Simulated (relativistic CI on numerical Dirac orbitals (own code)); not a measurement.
Run report: Mo⁵⁺, relativistic CI calculation

Mo⁵⁺. Computed at this level: Dirac-Coulomb-Breit CI, KLI orbitals optimised for each configuration, model QED (radiative potential, 1s self-energy scaled to tabulated hydrogen-like ionisation energies), valence Slater integrals scaled by 0.8, multiplet model of core-to-valence dipole absorption in a parametric crystal field (relativistic CI on numerical Dirac orbitals, in-house).

The input:
```
atom Mo  Z=42  charge=5  electrons=37
nucleus A=98  rms_radius_fm=4.4091
hamiltonian dirac-coulomb  breit=on  qed=on  c_scale=1
orbitals kli  potential=per-configuration
slater_scale 0.8
correlation none
mixing on
configurations
  [Kr] 4d
  [Ne] 3s2 3p5 3d10 4s2 4p6 4d2
end
absorption M2,3 T=300 lorentz=3.0 gauss=0.4
crystal_field Oh 10Dq=62050
```

The program writes its results to a structured record and prints no log; tables and figures of this report are taken from that record.

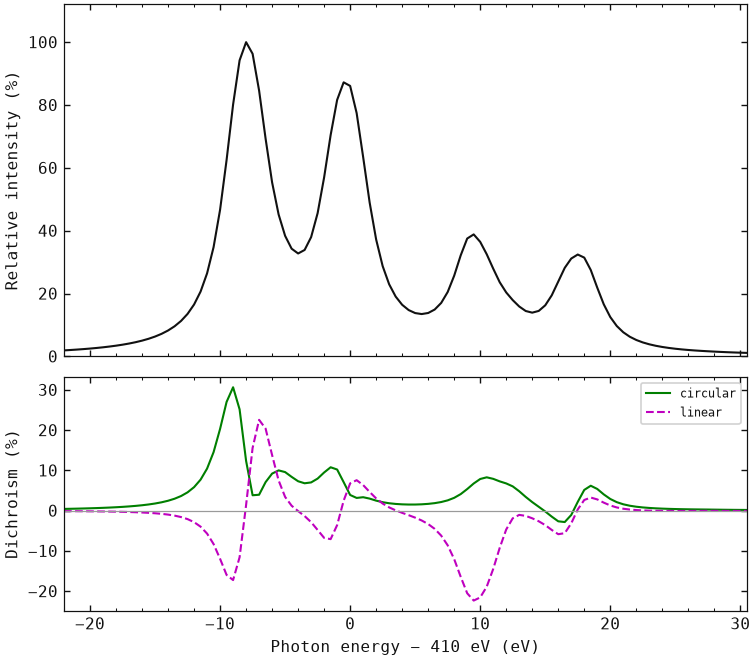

Fig. 1: M₂,₃ X-ray absorption of Mo⁵⁺ (molybdenum, Z = 42), [Kr] 4d, in a field of Oh symmetry with 10Dq = 62,050 cm⁻¹. Multiplet model: relativistic Dirac–Coulomb–Breit theory, one configuration a step, Slater integrals scaled by 0.8, 300 K, Voigt broadening (Lorentzian 3 eV, Gaussian 0.4 eV full widths), computed with a radial Dirac CI code. Dichroism is for the ground state at zero temperature, magnetised by an exchange field of 10 meV on Sz (linear: z less the mean of x and y). The main maxima lie at 402.1 eV (100), 409.7 eV (87), 419.4 eV (39) and 427.5 eV (32), heights in % of the largest; the centroid is at 410.4 eV. The ground state has S = 0.50. The circular dichroism (Δm = −1 less Δm = +1) is largest at 401.0 eV, 31 % of the isotropic maximum. The magnetised ground state has ⟨Lz⟩ = 1.00 and ⟨Sz⟩ = −0.50.

Results in brief:

- outcome: converged
- hardware: 1 CPU thread, shared host

Notes:

To bear in mind: free-ion energies, so absolute edge positions are off by a few eV from solids.
